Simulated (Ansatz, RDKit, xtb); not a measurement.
# C2H7NSi: ranking a sample of isomers

A sample of isomers of C2H7NSi is drawn. Aim: find which of them has the lowest free energy at 298.15 K, then its properties. The sample is small against all isomers, and the most stable one of this formula need not be in it.

Plan: many cheap relaxations first (GFN2-xTB), then density-functional screening, relaxation at PBE0-D3(BJ)/def2-SVP, vibrations and a final energy. The numbers are computed, not measured.

## 1. Candidates

Isomers were taken from a list of plausible structures; this is a sample, not all of them. That gives 6 candidates.

```
label        SMILES     spin
 c122    C=C[SiH2]N  singlet
 c241   C1C[SiH2]N1  singlet
 c354    C=N[SiH2]C  singlet
 c560    C=NC[SiH3]  singlet
 c698  C/C=N\[SiH3]  singlet
 c901    N=CC[SiH3]  singlet
```

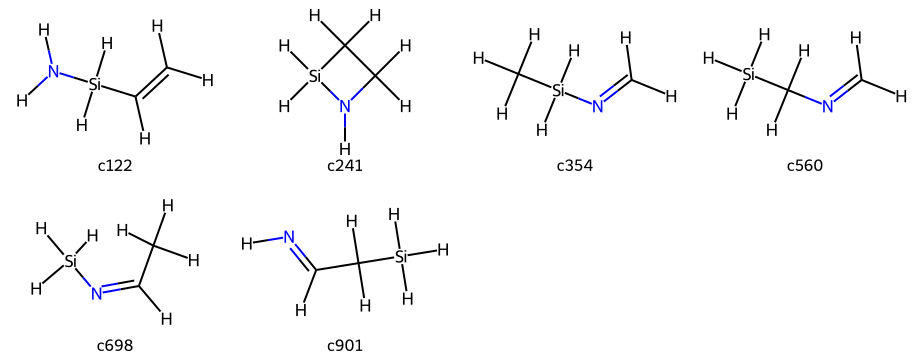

Structural formulas of the candidates.

Candidates are built by distance geometry, with a force field where one applies, in up to four conformers (letters a to d).

**Question.** With final energies at CCSD(T)/def2-SVP + MP2/def2-TZVPP - MP2/def2-SVP, which structure will this search put lowest in free energy, and by what margin?

| quantity | value |
| --- | --- |
| lowest structure found | C=C[SiH2]N, singlet, C1 |
| next finalist | C=N[SiH2]C, singlet, 4.4 kcal/mol higher in G |
| share at equilibrium, among the finalists | 99.9 % |
| harmonic wavenumbers, lowest and highest (PBE0-D3(BJ)/def2-SVP) | 127 and 3711 cm⁻¹ |
| rotational constants, same geometry | 0.3411, 0.138, 0.1033 cm⁻¹ |

The lowest structure found is `C=C[SiH2]N`. The margin of 4.4 kcal/mol over the next finalist is beyond the usual error of the last level; it says nothing of structures that weren't ranked. r2SCAN-D4/def2-SVP, PBE0-D3(BJ)/def2-SVP, HF/def2-SVP and MP2/def2-SVP already put its bonding pattern lowest among the structures in one piece; GFN2-xTB favours the singlet C/C=N\[SiH3]; HF/STO-3G favours the singlet C1C[SiH2]N1. The search is not exhaustive (a finite list of starts, one conformer a finalist), so a lower isomer can't be ruled out. Only 6 drawn patterns were tried, so whole families of isomers are missing, and the result ranks this sample alone.
